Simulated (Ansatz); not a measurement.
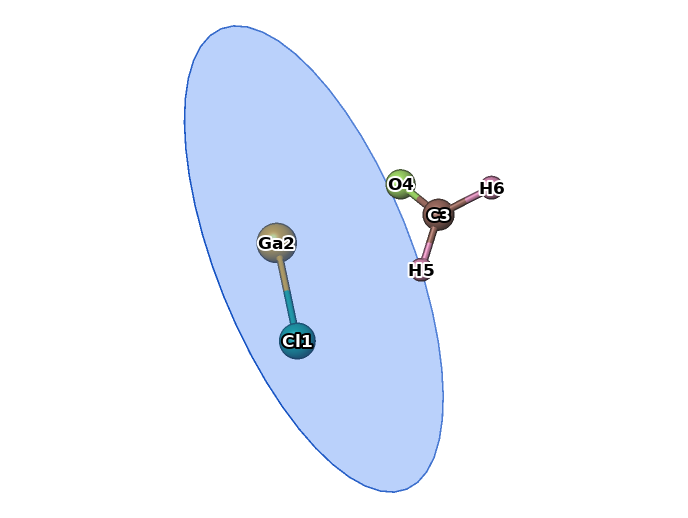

A disc through the centre of mass is drawn in. Distant atoms are faded towards the background colour. The computed structure is the end point of a PBE0-D4/def2-TZVP optimisation.

Question: Is the plane of the disc a mirror plane of the structure?

Answer: No. The point group is Cs, with 1 mirror plane, and this plane isn't one of its mirror planes.
